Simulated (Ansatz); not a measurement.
Amorphous Si8Al22O49

Preparation: random packing, a CHGNet melt and quench, and a DFT relaxation. O atoms were pushed apart under 1.9 Å during the dynamics, to hinder bonds among them. The hot cell started wider than the set density and was brought back towards it in steps. It is the lowest in DFT energy of 2 quenches. It is a model cell: composition and starting density were chosen by hand, and all elements were melted together. No dispersion term was used.

Methods: PBE, scalar-relativistic without spin-orbit coupling (Ansatz, a program for electronic structure); r2SCAN, scalar-relativistic without spin-orbit coupling (Ansatz); HSE06, scalar-relativistic without spin-orbit coupling (Ansatz). Geometry, pressure, stress and energy are those of the PBE run. Its sampling: a 2×2×2 Γ-centred mesh; Fermi-Dirac width 0.02 eV; no spin polarisation. Other functionals are single points at the zone centre (r2SCAN at 500 eV; exact exchange cut at the cell's faces), free to take moments where seeds were set. At PBE the levels at the filled edge of the gap are localised (band-tail or defect states), and the nearest spread-out levels lie 4.6 eV apart at the zone centre.

| Quantity | Value |
|---|---|
| Number of atoms in the cell | 79 |
| Density (volume relaxed, without dispersion) | 2.68 g/cm³ |
| Volume per atom | 12.54 Å³ |
| Pressure on a 2×2×2 Γ-centred mesh | 0.02 GPa |
| Largest force and stress component on that mesh (the relaxation ran on the zone centre alone) | 0.03 eV/Å and 0.0 GPa |
| Energy relative to corundum + alpha cristobalite (lowest mix at this level among the phases computed, not always the ambient ones) | 0.148 eV/atom |
| Level gap on a 2×2×2 Γ-centred mesh (PBE) | 3.55 eV |
| Level gap at the zone centre (PBE) | 3.57 eV |
| Level gap at the zone centre (r2SCAN) | 4.19 eV |
| Level gap at the zone centre (HSE06) | 5.29 eV |

Bonds are counted up to Si-Si 2.60 Å, Si-Al 2.55 Å, Si-O 1.96 Å, Al-Al 2.66 Å, Al-O 2.26 Å, O-O 1.58 Å. Two cations that share two anions don't count as bonded, nor two that share one unless they lie closer than Si-Si 2.38 Å, Si-Al 2.48 Å, Al-Al 2.59 Å.

```
Property                                                         Result
---------------------------------  ------------------------------------
Mean coordination of Si by anions                       4.00 (8 with 4)
Mean coordination of Al by anions            4.23 (17 with 4, 5 with 5)
Mean coordination of O                      2.55 (22 with 2, 27 with 3)
Mean Al-O bond                     1.815 Å (spread 0.086 Å, 93 counted)
Mean Si-O bond                     1.651 Å (spread 0.051 Å, 32 counted)
```

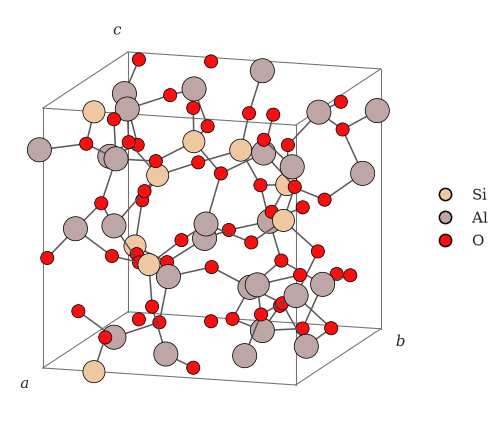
Figure. The relaxed cell

Its density started from a set value of 2.77 g/cm³. The simulated quench (nominally 310 K/ps over its main leg) is rapid and tends to freeze in more defects than a deposited or slowly cooled glass has. Values belong to this one cell and scatter from quench to quench. Volume and shape were free in the relaxation.
